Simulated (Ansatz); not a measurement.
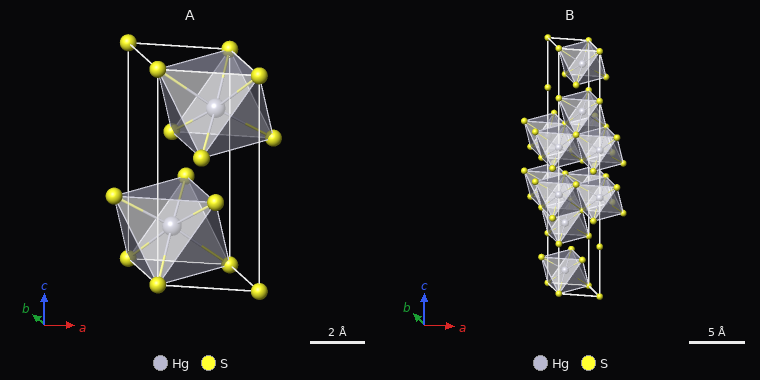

Two structures of Hg2S3, each relaxed to rest (conventional cells in solid outline, small ones repeated, not to one scale). Method: DFT PBE, scalar-relativistic, plane waves, PAW (Ansatz 0.2.0), without spin polarisation.

**Identify the two structures.**

A: 5 atoms a cell on a primitive hexagonal lattice, P-3m1. B: 15 atoms a cell on a rhombohedral (trigonal R) lattice, R-3m.

**Which of the two does the method prefer?**

B is lower, by 47 meV/atom at this level of theory (energies at zero smearing). Volumes: A 21.9, B 20.8 Å³/atom.

One or both may be structure types tried for this composition rather than known phases.
